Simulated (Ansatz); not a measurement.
# Fields on a plane of Ge (diamond)

```
CELL_PARAMETERS angstrom
      0.00000     2.83808     2.83808
      2.83808     0.00000     2.83808
      2.83808     2.83808     0.00000
ATOMIC_POSITIONS crystal
  Ge 0.50000 0.50000 0.50000
  Ge 0.75000 0.75000 0.75000
```

The slice is a {111} plane (indices of the conventional cell) through the point (0.500, 0.500, 0.500) (fractional), spanned by u = [100] and v = [-1 2 0] in vectors of this cell: u (4.01 Å) and v (6.95 Å, at 90° to u). It covers one period; positions are fractions (u, v).

Atoms on it: Ge at (0.00, 0.00); Ge at (0.50, 0.50). Other atoms lie within 1 Å of the plane.

All values below come from PBEsol (plane waves to 420 eV, PAW, scalar-relativistic; Ansatz, a first-principles code). k mesh 14×14×14. Inside the PAW spheres the values are not all-electron values, and peaks at nuclei hang on which shells count as valence. Ge was relaxed with its symmetry unable to fall.

```tsv
v \ u	0.00	0.11	0.22	0.33	0.44	0.56	0.67	0.78	0.89
0.88	0.46	0.46	0.45	0.20	0.05	0.05	0.20	0.45	0.46
0.75	0.46	0.47	0.44	0.23	0.13	0.13	0.23	0.44	0.47
0.62	0.38	0.44	0.70	0.56	0.39	0.39	0.56	0.70	0.44
0.50	0.39	0.51	0.53	0.29	x	x	0.29	0.53	0.51
0.38	0.04	0.10	0.35	0.47	0.46	0.46	0.47	0.35	0.10
0.25	0.12	0.17	0.34	0.48	0.47	0.47	0.48	0.33	0.17
0.12	0.38	0.44	0.70	0.56	0.39	0.39	0.56	0.70	0.44
0.00	x	x	0.42	0.59	0.42	0.42	0.59	0.42	x
```

Values: electron localisation function (ELF). Points within 0.5 Å of a nucleus are blanked (x), as the pseudised field means little there.

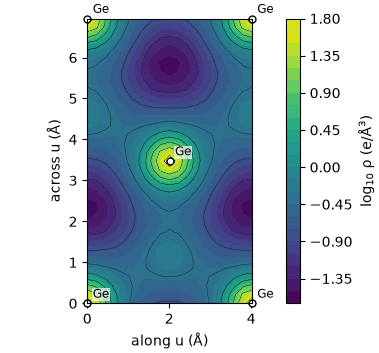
*Log₁₀ of the valence density in e/Å³, one period of the plane, atoms marked. The scale is logarithmic, as a density can span decades between atoms and voids.*
